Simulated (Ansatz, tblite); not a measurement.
**C₅₈H₄₂Si₂: charged states by level of theory**

What does removing or adding an electron cost or gain for C₅₈H₄₂Si₂? Each charged state is run at several levels.

Method: as each input shows; program: Ansatz 0.2.0, Gaussian basis.

Plan: charge +1 doublet, at the geometry of the singlet (PBE0-D4/def2-TZVP, PBE-D4/def2-TZVP, revPBE-D4/def2-TZVP); charge -1 doublet, at the geometry of the singlet (PBE0-D4/def2-TZVP, PBE-D4/def2-TZVP, revPBE-D4/def2-TZVP); the starting singlet's energies come from earlier runs.

1 further run of the same task is left out (set aside as unsound or not needed). Runs told in other sessions of the task aren't counted.

## (1) The structure

The singlet was relaxed beforehand with PBE-D4/def2-SVP.

SMILES `C[Si](C)(C)C#CC#Cc1ccc(C#Cc2ccc(C#Cc3ccc(C#Cc4ccc(C#Cc5ccc(C#Cc6ccc(C#C[Si](C)(C)C)cc6)cc5)cc4)cc3)cc2)cc1`, 102 atoms, charge 0, spin multiplicity 1.

Atoms are counted from 1 here; the program's logs count them from 0.

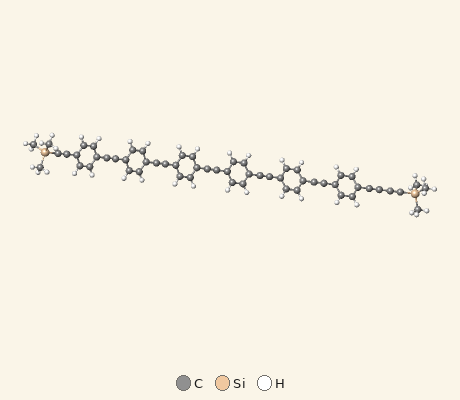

The structure; carbon grey, silicon light orange, hydrogen white.

## (2) Charge +1 doublet at the fixed geometry, PBE0-D4/def2-TZVP

Contents of in.yaml:

```yaml
crystal:
  periodic: [false, false, false]
  atoms:
    - {symbol: C, position_ang: [-25.146099, 0.637413, 3.793672]}
    - {symbol: Si, position_ang: [-24.867940, 0.665506, 1.924122]}
    - {symbol: C, position_ang: [-25.496450, 2.285896, 1.181447]}
    - {symbol: C, position_ang: [-25.707637, -0.815632, 1.103506]}
    - {symbol: C, position_ang: [-23.049148, 0.550147, 1.608775]}
    - {symbol: C, position_ang: [-21.824741, 0.474153, 1.404016]}
    - {symbol: C, position_ang: [-20.485210, 0.392178, 1.183477]}
    - {symbol: C, position_ang: [-19.262975, 0.318409, 0.986921]}
    - {symbol: C, position_ang: [-17.865148, 0.237475, 0.770806]}
    - {symbol: C, position_ang: [-17.086577, 1.416065, 0.599912]}
    - {symbol: C, position_ang: [-15.711523, 1.337085, 0.397524]}
    - {symbol: C, position_ang: [-15.051676, 0.077667, 0.358100]}
    - {symbol: C, position_ang: [-13.648260, 0.000111, 0.165792]}
    - {symbol: C, position_ang: [-12.425520, -0.063346, 0.009921]}
    - {symbol: C, position_ang: [-11.017934, -0.130552, -0.153996]}
    - {symbol: C, position_ang: [-10.333437, -1.375000, -0.081912]}
    - {symbol: C, position_ang: [-8.949765, -1.437008, -0.223287]}
    - {symbol: C, position_ang: [-8.186775, -0.257830, -0.446371]}
    - {symbol: C, position_ang: [-6.774883, -0.316483, -0.572220]}
    - {symbol: C, position_ang: [-5.544888, -0.359207, -0.665745]}
    - {symbol: C, position_ang: [-4.129433, -0.398950, -0.754949]}
    - {symbol: C, position_ang: [-3.414521, -1.599042, -0.490314]}
    - {symbol: C, position_ang: [-2.024045, -1.630016, -0.554358]}
    - {symbol: C, position_ang: [-1.284043, -0.463383, -0.890111]}
    - {symbol: C, position_ang: [0.133824, -0.487440, -0.936030]}
    - {symbol: C, position_ang: [1.367813, -0.497944, -0.960216]}
    - {symbol: C, position_ang: [2.786569, -0.498219, -0.970930]}
    - {symbol: C, position_ang: [3.510500, 0.634051, -1.435242]}
    - {symbol: C, position_ang: [4.902516, 0.642848, -1.428437]}
    - {symbol: C, position_ang: [5.636169, -0.478504, -0.952850]}
    - {symbol: C, position_ang: [7.054540, -0.459136, -0.926118]}
    - {symbol: C, position_ang: [8.288006, -0.431760, -0.890882]}
    - {symbol: C, position_ang: [9.705245, -0.389959, -0.838382]}
    - {symbol: C, position_ang: [10.443482, -1.433000, -0.214703]}
    - {symbol: C, position_ang: [11.833329, -1.382351, -0.148758]}
    - {symbol: C, position_ang: [12.549784, -0.287832, -0.706010]}
    - {symbol: C, position_ang: [13.965481, -0.229273, -0.629076]}
    - {symbol: C, position_ang: [15.195956, -0.170757, -0.555497]}
    - {symbol: C, position_ang: [16.610705, -0.096671, -0.465106]}
    - {symbol: C, position_ang: [17.321413, 0.981357, -1.060936]}
    - {symbol: C, position_ang: [18.709225, 1.058336, -0.966206]}
    - {symbol: C, position_ang: [19.446822, 0.062003, -0.271738]}
    - {symbol: C, position_ang: [20.864501, 0.144935, -0.170648]}
    - {symbol: C, position_ang: [22.095582, 0.220381, -0.081027]}
    - {symbol: Si, position_ang: [23.935607, 0.337796, 0.056192]}
    - {symbol: C, position_ang: [24.705856, -0.962871, -1.079744]}
    - {symbol: C, position_ang: [24.422470, 0.014758, 1.854277]}
    - {symbol: C, position_ang: [24.463224, 2.074288, -0.472515]}
    - {symbol: C, position_ang: [18.737565, -1.016780, 0.321657]}
    - {symbol: C, position_ang: [17.349737, -1.095153, 0.226845]}
    - {symbol: C, position_ang: [11.811888, 0.751379, -1.336490]}
    - {symbol: C, position_ang: [10.422028, 0.702164, -1.400027]}
    - {symbol: C, position_ang: [4.912319, -1.613483, -0.495193]}
    - {symbol: C, position_ang: [3.520150, -1.623909, -0.505942]}
    - {symbol: C, position_ang: [-1.999760, 0.733647, -1.166780]}
    - {symbol: C, position_ang: [-3.389797, 0.765733, -1.098520]}
    - {symbol: C, position_ang: [-8.872613, 0.985342, -0.528985]}
    - {symbol: C, position_ang: [-10.255752, 1.047805, -0.384371]}
    - {symbol: C, position_ang: [-15.831231, -1.100364, 0.524037]}
    - {symbol: C, position_ang: [-17.206648, -1.022970, 0.725370]}
    - {symbol: H, position_ang: [-24.755762, -0.299466, 4.239773]}
    - {symbol: H, position_ang: [-26.229716, 0.704897, 4.024501]}
    - {symbol: H, position_ang: [-24.634794, 1.489879, 4.284577]}
    - {symbol: H, position_ang: [-24.988370, 3.157376, 1.641377]}
    - {symbol: H, position_ang: [-26.587909, 2.392370, 1.352857]}
    - {symbol: H, position_ang: [-25.313814, 2.319954, 0.088468]}
    - {symbol: H, position_ang: [-25.323921, -1.769831, 1.517534]}
    - {symbol: H, position_ang: [-25.527681, -0.819435, 0.009563]}
    - {symbol: H, position_ang: [-26.804013, -0.781591, 1.273230]}
    - {symbol: H, position_ang: [-17.585999, 2.395621, 0.632481]}
    - {symbol: H, position_ang: [-15.118687, 2.254813, 0.269419]}
    - {symbol: H, position_ang: [-10.912915, -2.293302, 0.092995]}
    - {symbol: H, position_ang: [-8.430519, -2.404561, -0.160526]}
    - {symbol: H, position_ang: [-3.976179, -2.506710, -0.226519]}
    - {symbol: H, position_ang: [-1.481432, -2.562317, -0.341558]}
    - {symbol: H, position_ang: [2.953744, 1.509334, -1.799776]}
    - {symbol: H, position_ang: [5.451707, 1.525119, -1.787540]}
    - {symbol: H, position_ang: [9.900084, -2.283440, 0.222207]}
    - {symbol: H, position_ang: [12.393372, -2.192749, 0.340177]}
    - {symbol: H, position_ang: [16.760024, 1.759418, -1.600042]}
    - {symbol: H, position_ang: [19.249391, 1.897371, -1.430148]}
    - {symbol: H, position_ang: [24.408292, -0.795770, -2.134648]}
    - {symbol: H, position_ang: [24.383175, -1.983624, -0.791118]}
    - {symbol: H, position_ang: [25.813612, -0.922117, -1.022751]}
    - {symbol: H, position_ang: [25.523934, 0.075760, 1.976774]}
    - {symbol: H, position_ang: [24.095164, -0.993524, 2.179363]}
    - {symbol: H, position_ang: [23.958383, 0.759830, 2.531644]}
    - {symbol: H, position_ang: [23.998909, 2.845002, 0.175445]}
    - {symbol: H, position_ang: [25.565463, 2.185150, -0.404447]}
    - {symbol: H, position_ang: [24.160692, 2.279752, -1.519295]}
    - {symbol: H, position_ang: [19.299687, -1.793779, 0.861483]}
    - {symbol: H, position_ang: [16.810511, -1.934340, 0.691618]}
    - {symbol: H, position_ang: [12.355430, 1.601901, -1.773025]}
    - {symbol: H, position_ang: [9.861813, 1.513615, -1.886973]}
    - {symbol: H, position_ang: [5.468961, -2.487551, -0.127596]}
    - {symbol: H, position_ang: [2.971040, -2.506120, -0.146545]}
    - {symbol: H, position_ang: [-1.438004, 1.641306, -1.430368]}
    - {symbol: H, position_ang: [-3.932268, 1.698895, -1.307877]}
    - {symbol: H, position_ang: [-8.293027, 1.903643, -0.703598]}
    - {symbol: H, position_ang: [-10.774715, 2.015695, -0.444154]}
    - {symbol: H, position_ang: [-15.331917, -2.080128, 0.493147]}
    - {symbol: H, position_ang: [-17.799592, -1.940433, 0.854098]}
basis:
  gaussian: {orbitals: def2-TZVP, fitting: {mean_field: def2-universal-jkfit}}
total_charge: 1
magnetization: {spin_polarized: true, initial_magnetization: 1}
hamiltonian: {xc: pbe0, dispersion: d4}
scf: {omitted_lower_state_checks: [starts]}
output: {orbitals: {seedname: orbitals}}
```

The run is started by

```sh
ansatz run in.yaml --threads 11 --pin off --events-out ev --progress --plain --max-ram 110592MiB --backend cuda --devices 0, --max-vram 75GiB
```

The log of the run:

```text
Functional definition: PBE0
  name "PBE0"
  cite "Adamo & Barone, J. Chem. Phys. 110, 6158 (1999) doi:10.1063/1.478522"
  cite "Perdew, Burke & Ernzerhof, Phys. Rev. Lett. 77, 3865 (1996) doi:10.1103/PhysRevLett.77.3865"
  parent pbe
  parameter a = 0.25
  parameter kappa = 0.804
  parameter beta = 0.06672455060314922
  exchange = (1 - a)*pbe_x(kappa = kappa, mu = beta*pi^2/3) + a*exact_x
  correlation = pbe_c(beta = beta)
these checks for a lower state are left out or cut short: starts
5362 factors; integrals over basis functions are off by at most 3.6e-1 eV
mean field evaluation 1: about -76438.6284 eV, gradient 1.2e2 eV
mean field evaluation 2: about -76442.7657 eV, gradient 1.2e2 eV
mean field evaluation 4: about -76510.0979 eV, gradient 1.3e1 eV
mean field evaluation 8: about -76511.5715 eV, gradient 9.8e-1 eV
mean field evaluation 16: about -76511.5572 eV, gradient 4.1e-2 eV
mean field evaluation 32: about -76511.5572 eV, gradient 1.4e-4 eV
mean field -76511.55722488 eV, -2811.7478666182 hartree, gradient 7.0e-5 eV, S^2 0.762702; 0 other end points of the search recorded, 0 dependent functions left out
reference -76511.55739394 eV, -2811.7478728311 hartree; 209, 208 occupied and 1915, 1916 virtual orbitals, 5362 factors
Total energy: -76514.58714903 eV, -2811.8592142768 hartree
Checks for a lower state left out: starts
```

Wall time 39 s (1 × H100 with 11 threads of AMD EPYC 7R13, shared host); peak host memory 3.8 GiB.

Report: HOMO -7.44 eV, LUMO -7.02 eV (over both spins); ⟨S²⟩ 0.763 (pure: 0.75).

## (3) Charge +1 doublet at the fixed geometry, PBE-D4/def2-TZVP

start.molden holds the orbitals of an earlier run on this state, given as this run's starting guess.

Changes to in.yaml since step 2:

```diff
@@ -106,6 +106,6 @@
 basis:
-  gaussian: {orbitals: def2-TZVP, fitting: {mean_field: def2-universal-jkfit}}
+  gaussian: {orbitals: def2-TZVP, fitting: {mean_field: def2-universal-jkfit}, initial_orbitals: start.molden}
 total_charge: 1
 magnetization: {spin_polarized: true, initial_magnetization: 1}
-hamiltonian: {xc: pbe0, dispersion: d4}
+hamiltonian: {xc: pbe, dispersion: d4}
 scf: {omitted_lower_state_checks: [starts]}
```

Launched as before.

The log of the run:

```text
Functional definition: PBE
  name "PBE"
  cite "Perdew, Burke & Ernzerhof, Phys. Rev. Lett. 77, 3865 (1996) doi:10.1103/PhysRevLett.77.3865"
  parent pbe
  parameter kappa = 0.804
  parameter beta = 0.06672455060314922
  exchange = pbe_x(kappa = kappa, mu = beta*pi^2/3)
  correlation = pbe_c(beta = beta)
these checks for a lower state are left out or cut short: starts
5362 factors; integrals over basis functions are off by at most 3.6e-1 eV
mean field evaluation 1: about -76505.1793 eV, gradient 2.1e1 eV
mean field evaluation 2: about -76506.2153 eV, gradient 1.1e0 eV
mean field evaluation 4: about -76506.2005 eV, gradient 3.2e-1 eV
mean field evaluation 8: about -76506.2010 eV, gradient 1.8e-5 eV
mean field -76506.20096862 eV, -2811.5510278312 hartree, gradient 1.8e-5 eV, S^2 0.750949; 0 other end points of the search recorded, 0 dependent functions left out
reference -76506.20119755 eV, -2811.5510362442 hartree; 209, 208 occupied and 1915, 1916 virtual orbitals, 5362 factors
Total energy: -76509.72651295 eV, -2811.6805891955 hartree
Checks for a lower state left out: starts
```

Wall time 19 s (1 × H100 with 11 threads of AMD EPYC 7R13, shared host); peak host memory 2.7 GiB.

Report: HOMO -6.91 eV, LUMO -6.82 eV (over both spins); ⟨S²⟩ 0.751 (pure: 0.75).

## (4) Charge +1 doublet at the fixed geometry, revPBE-D4/def2-TZVP

Changes to in.yaml since step 3:

```diff
@@ -109,3 +109,3 @@
 magnetization: {spin_polarized: true, initial_magnetization: 1}
-hamiltonian: {xc: pbe, dispersion: d4}
+hamiltonian: {xc: {name: revPBE}, dispersion: d4}
 scf: {omitted_lower_state_checks: [starts]}
```

The command is unchanged.

The log of the run:

```text
Functional definition: revPBE
  name "revPBE"
  cite "Zhang & Yang, Phys. Rev. Lett. 80, 890 (1998) doi:10.1103/PhysRevLett.80.890"
  cite "Perdew, Burke & Ernzerhof, Phys. Rev. Lett. 77, 3865 (1996) doi:10.1103/PhysRevLett.77.3865"
  parameter kappa = 1.245
  parameter beta = 0.06672455060314922
  exchange = pbe_x(kappa = kappa, mu = beta*pi^2/3)
  correlation = pbe_c(beta = beta)
these checks for a lower state are left out or cut short: starts
5362 factors; integrals over basis functions are off by at most 3.6e-1 eV
mean field evaluation 1: about -76572.7165 eV, gradient 2.2e1 eV
mean field evaluation 2: about -76573.5054 eV, gradient 1.0e0 eV
mean field evaluation 4: about -76573.4873 eV, gradient 3.3e-1 eV
mean field evaluation 8: about -76573.4878 eV, gradient 2.0e-5 eV
mean field -76573.48779053 eV, -2814.0237729279 hartree, gradient 2.0e-5 eV, S^2 0.751089; 0 other end points of the search recorded, 0 dependent functions left out
reference -76573.48808000 eV, -2814.0237835656 hartree; 209, 208 occupied and 1915, 1916 virtual orbitals, 5362 factors
Total energy: -76584.01341633 eV, -2814.4105825415 hartree
Checks for a lower state left out: starts
```

Wall time 19 s (1 × H100 with 11 threads of AMD EPYC 7R13, shared host); peak host memory 2.7 GiB.

Report: HOMO -6.83 eV, LUMO -6.73 eV (over both spins); ⟨S²⟩ 0.751 (pure: 0.75).

## (5) Vertical ionisation energy

Charged state less starting state, singlet to doublet; the starting state's energies are those of its earlier runs.

| level | vertical ionisation energy (eV) | time |
| --- | --- | --- |
| PBE-D4/def2-TZVP | +5.97 | 30 s |
| revPBE-D4/def2-TZVP | +5.99 | 30 s |
| PBE0-D4/def2-TZVP | +6.43 | 56 s |

Times add the two runs; a level without a time comes out of a correlated run.

Beside −ε(HOMO) of the starting state:

| level | −ε(HOMO) (eV) | by difference (eV) | mismatch (eV) |
| --- | --- | --- | --- |
| PBE-D4/def2-TZVP | 5.01 | 5.97 | -0.97 |
| revPBE-D4/def2-TZVP | 4.92 | 5.99 | -1.06 |
| PBE0-D4/def2-TZVP | 5.73 | 6.43 | -0.70 |

## (6) Charge -1 doublet at the fixed geometry, PBE0-D4/def2-TZVP

Changes to in.yaml since step 4:

```diff
@@ -106,6 +106,6 @@
 basis:
-  gaussian: {orbitals: def2-TZVP, fitting: {mean_field: def2-universal-jkfit}, initial_orbitals: start.molden}
-total_charge: 1
+  gaussian: {orbitals: def2-TZVP, fitting: {mean_field: def2-universal-jkfit}}
+total_charge: -1
 magnetization: {spin_polarized: true, initial_magnetization: 1}
-hamiltonian: {xc: {name: revPBE}, dispersion: d4}
+hamiltonian: {xc: pbe0, dispersion: d4}
 scf: {omitted_lower_state_checks: [starts]}
```

Same command.

The log of the run, cut to the lines that bear on the results:

```text
Functional definition: PBE0
  name "PBE0"
  cite "Adamo & Barone, J. Chem. Phys. 110, 6158 (1999) doi:10.1063/1.478522"
  cite "Perdew, Burke & Ernzerhof, Phys. Rev. Lett. 77, 3865 (1996) doi:10.1103/PhysRevLett.77.3865"
  parent pbe
[...]
5362 factors; integrals over basis functions are off by at most 3.6e-1 eV
[...]
mean field -76519.99509573 eV, -2812.0579526527 hartree, gradient 8.1e-5 eV, S^2 0.760291; 0 other end points of the search recorded, 0 dependent functions left out
reference -76519.99526752 eV, -2812.0579589656 hartree; 210, 209 occupied and 1914, 1915 virtual orbitals, 5362 factors
Total energy: -76523.10776058 eV, -2812.1723409760 hartree
Checks for a lower state left out: starts
```

Wall time 35 s (1 × H100 with 11 threads of AMD EPYC 7R13, shared host); peak host memory 3.8 GiB.

From the report: HOMO -1.42 eV, LUMO -0.98 eV (over both spins); ⟨S²⟩ 0.760 (pure: 0.75).

## (7) Charge -1 doublet at the fixed geometry, PBE-D4/def2-TZVP

Changes to in.yaml since step 6:

```diff
@@ -106,6 +106,6 @@
 basis:
-  gaussian: {orbitals: def2-TZVP, fitting: {mean_field: def2-universal-jkfit}}
+  gaussian: {orbitals: def2-TZVP, fitting: {mean_field: def2-universal-jkfit}, initial_orbitals: start.molden}
 total_charge: -1
 magnetization: {spin_polarized: true, initial_magnetization: 1}
-hamiltonian: {xc: pbe0, dispersion: d4}
+hamiltonian: {xc: pbe, dispersion: d4}
 scf: {omitted_lower_state_checks: [starts]}
```

Launched as before.

The log of the run:

```text
Functional definition: PBE
  name "PBE"
  cite "Perdew, Burke & Ernzerhof, Phys. Rev. Lett. 77, 3865 (1996) doi:10.1103/PhysRevLett.77.3865"
  parent pbe
  parameter kappa = 0.804
  parameter beta = 0.06672455060314922
  exchange = pbe_x(kappa = kappa, mu = beta*pi^2/3)
  correlation = pbe_c(beta = beta)
these checks for a lower state are left out or cut short: starts
5362 factors; integrals over basis functions are off by at most 3.6e-1 eV
mean field evaluation 1: about -76513.4651 eV, gradient 2.1e1 eV
mean field evaluation 2: about -76514.4999 eV, gradient 1.1e0 eV
mean field evaluation 4: about -76514.4813 eV, gradient 3.2e-1 eV
mean field evaluation 8: about -76514.4817 eV, gradient 2.7e-5 eV
mean field -76514.48171082 eV, -2811.8553394941 hartree, gradient 2.7e-5 eV, S^2 0.750754; 0 other end points of the search recorded, 0 dependent functions left out
reference -76514.48194638 eV, -2811.8553481508 hartree; 210, 209 occupied and 1914, 1915 virtual orbitals, 5362 factors
Total energy: -76518.10306008 eV, -2811.9884216250 hartree
Checks for a lower state left out: starts
```

Wall time 19 s (1 × H100 with 11 threads of AMD EPYC 7R13, shared host); peak host memory 2.7 GiB.

HOMO -1.47 eV, LUMO -1.37 eV (over both spins); ⟨S²⟩ 0.751 (pure: 0.75).

## (8) Charge -1 doublet at the fixed geometry, revPBE-D4/def2-TZVP

Changes to in.yaml since step 7:

```diff
@@ -109,3 +109,3 @@
 magnetization: {spin_polarized: true, initial_magnetization: 1}
-hamiltonian: {xc: pbe, dispersion: d4}
+hamiltonian: {xc: {name: revPBE}, dispersion: d4}
 scf: {omitted_lower_state_checks: [starts]}
```

Launched as before.

The log of the run:

```text
Functional definition: revPBE
  name "revPBE"
  cite "Zhang & Yang, Phys. Rev. Lett. 80, 890 (1998) doi:10.1103/PhysRevLett.80.890"
  cite "Perdew, Burke & Ernzerhof, Phys. Rev. Lett. 77, 3865 (1996) doi:10.1103/PhysRevLett.77.3865"
  parameter kappa = 1.245
  parameter beta = 0.06672455060314922
  exchange = pbe_x(kappa = kappa, mu = beta*pi^2/3)
  correlation = pbe_c(beta = beta)
these checks for a lower state are left out or cut short: starts
5362 factors; integrals over basis functions are off by at most 3.6e-1 eV
mean field evaluation 1: about -76580.8310 eV, gradient 2.2e1 eV
mean field evaluation 2: about -76581.6137 eV, gradient 9.3e-1 eV
mean field evaluation 4: about -76581.5935 eV, gradient 5.0e-2 eV
mean field evaluation 8: about -76581.5936 eV, gradient 2.3e-5 eV
mean field -76581.59360191 eV, -2814.3216560018 hartree, gradient 2.3e-5 eV, S^2 0.750878; 0 other end points of the search recorded, 0 dependent functions left out
reference -76581.59390100 eV, -2814.3216669929 hartree; 210, 209 occupied and 1914, 1915 virtual orbitals, 5362 factors
Total energy: -76592.40975480 eV, -2814.7191422889 hartree
Checks for a lower state left out: starts
```

Wall time 19 s (1 × H100 with 11 threads of AMD EPYC 7R13, shared host); peak host memory 2.8 GiB.

HOMO -1.38 eV, LUMO -1.28 eV (over both spins); ⟨S²⟩ 0.751 (pure: 0.75).

## (9) Vertical electron affinity

Starting state less charged state (positive: the electron is bound), singlet to doublet; the starting state's energies are those of its earlier runs.

| level | vertical electron affinity (eV) | time |
| --- | --- | --- |
| PBE-D4/def2-TZVP | +2.40 | 30 s |
| revPBE-D4/def2-TZVP | +2.41 | 30 s |
| PBE0-D4/def2-TZVP | +2.09 | 52 s |

Times add the two runs; a level without a time comes out of a correlated run.

Beside −ε(LUMO) of the starting state:

| level | −ε(LUMO) (eV) | by difference (eV) | mismatch (eV) |
| --- | --- | --- | --- |
| PBE-D4/def2-TZVP | 3.27 | 2.40 | +0.87 |
| revPBE-D4/def2-TZVP | 3.17 | 2.41 | +0.77 |
| PBE0-D4/def2-TZVP | 2.70 | 2.09 | +0.60 |

## (10) Results

```
                                            quantity                                  value
vertical ionisation energy, functionals in def2-TZVP     5.97 (PBE-D4) to 6.43 eV (PBE0-D4)
vertical electron affinity, functionals in def2-TZVP  2.09 (PBE0-D4) to 2.41 eV (revPBE-D4)
```

**Reading.** The vertical ionisation energy spans 5.97 to 6.43 eV over the functionals. −ε(HOMO) misses the level's own difference by -0.70 eV at best (PBE0-D4) and -1.06 eV at worst (revPBE-D4). The vertical electron affinity spans 2.09 to 2.41 eV over the functionals. −ε(LUMO) misses the level's own difference by +0.60 eV at best (PBE0-D4) and +0.87 eV at worst (PBE-D4).
